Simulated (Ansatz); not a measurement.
Density of states of RbSbO₃ (Pm-3m, 5 atoms in the cell).

```
CELL_PARAMETERS angstrom
      4.15760     0.00000     0.00000
      0.00000     4.15760     0.00000
      0.00000     0.00000     4.15760
ATOMIC_POSITIONS crystal
  Rb 0.00000 0.00000 0.00000
  Sb 0.50000 0.50000 0.50000
  O  0.00000 0.50000 0.50000
  O  0.50000 0.50000 0.00000
  O  0.50000 0.00000 0.50000
```

Method of the run: LDA (PW92), default PAW files made with PBE (plane waves; Ansatz, a program for electronic structure).

SCF settings: basis.ecutwfc = 420 eV; kpoints.mp_grid.grid = 7 7 7; hamiltonian.xc = lda; hamiltonian.pseudopotentials = {kind: paw} (the program's default PAW files); scf.occupations.method = methfessel_paxton; scf.occupations.width = 0.05 eV. Keys of the DOS step: output.dos.nscf_kmesh.grid = 11 11 11; output.dos.method = {smearing: {sigma: 0.1}} eV.

The starting cell was generated: these elements placed on a structure prototype, without a prior relaxation; it need not be a known phase or ordering of this composition. Spin-orbit coupling is off. The run gives no clean gap (levels at the Fermi energy touch, overlap or are partly filled at this smearing), which alone does not show that the compound is a metal.

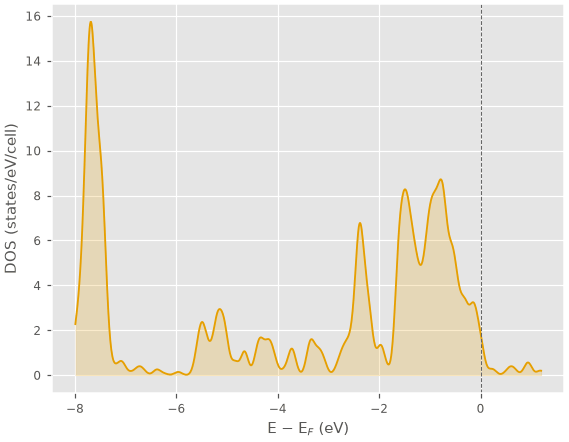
Figure: Total density of states, both spins summed.

Total DOS (both spins), as means of the tabulated values in each energy bin; the zero is the program's Fermi level or highest filled level, and the curve is cut to this window:

```csv
E (eV),states/eV/cell
-7.75,10.1
-7.25,2.64
-6.75,0.25
-6.25,0.13
-5.75,0.61
-5.25,2.24
-4.75,0.80
-4.25,1.31
-3.75,0.57
-3.25,1.05
-2.75,1.16
-2.25,3.92
-1.75,3.16
-1.25,6.38
-0.75,7.45
-0.25,3.37
0.25,0.41
0.75,0.34
```

Around zero the curve holds about 1.8 states/eV/cell.

Keys are those of Ansatz 0.2.
